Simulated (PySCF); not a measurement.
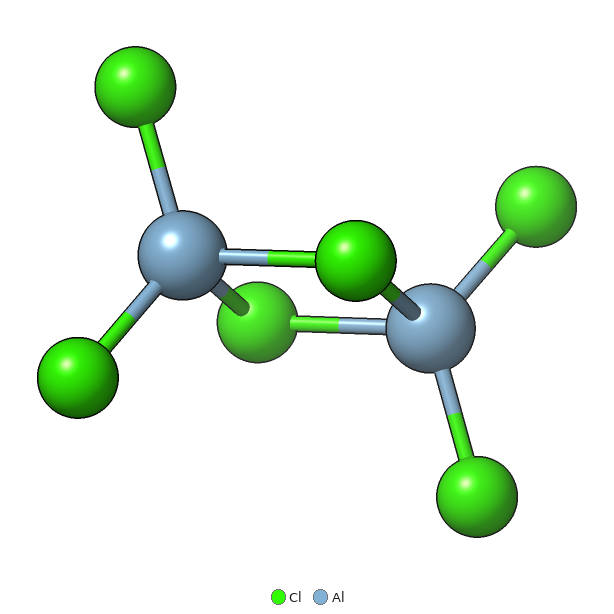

The computed structure is the end point of a PBE0-D3(BJ)/def2-SVP optimisation. No frequency run is at hand to confirm it as a minimum. Program: PySCF 2.14.0.

Compare dipole (D), HOMO energy (eV), HOMO–LUMO gap (eV) at these levels: B3LYP/pcSseg-1; B97-2/pcSseg-1; BHandHLYP/pcSseg-1; BP86/pcSseg-1; KT3/pcSseg-1; PBE/pcSseg-1.

```tsv
level	dipole (D)	HOMO energy (eV)	HOMO–LUMO gap (eV)
B3LYP/pcSseg-1	0.01	−9.33	7.91
B97-2/pcSseg-1	0.01	−9.40	8.21
BHandHLYP/pcSseg-1	0.01	−10.91	10.63
BP86/pcSseg-1	0.01	−8.33	6.17
KT3/pcSseg-1	0.01	−8.30	6.24
PBE/pcSseg-1	0.01	−8.21	6.15
```
